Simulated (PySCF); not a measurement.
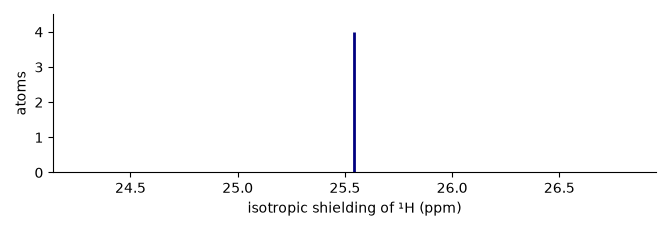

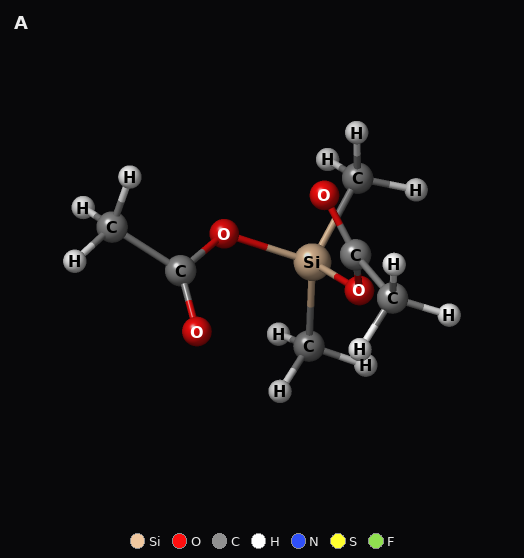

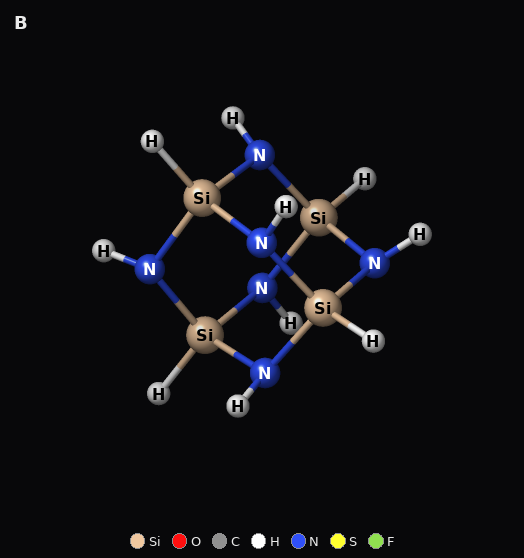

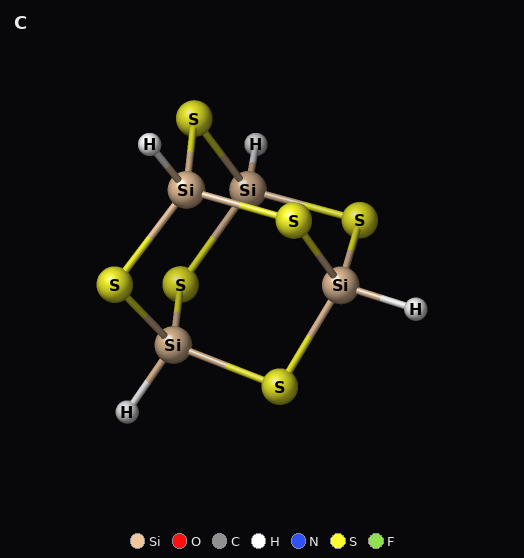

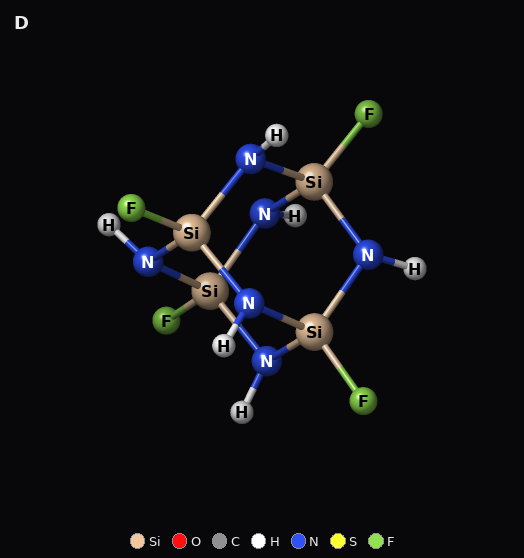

The sticks are computed shieldings of one of the molecules, for one fixed geometry (PBE0-D3(BJ)/def2-SVP) without averaging over rotations. Low shielding means a high chemical shift. Method: GIAO ωB97X-D/pcSseg-1 NMR shielding, non-relativistic, gas phase (PySCF 2.14.0).

### Which molecule gives this pattern?

C, `S1[SiH]2S[SiH]3S[SiH]1S[SiH](S2)S3`. Its 4 H atoms give lines at 25.54 (4 atoms) ppm.
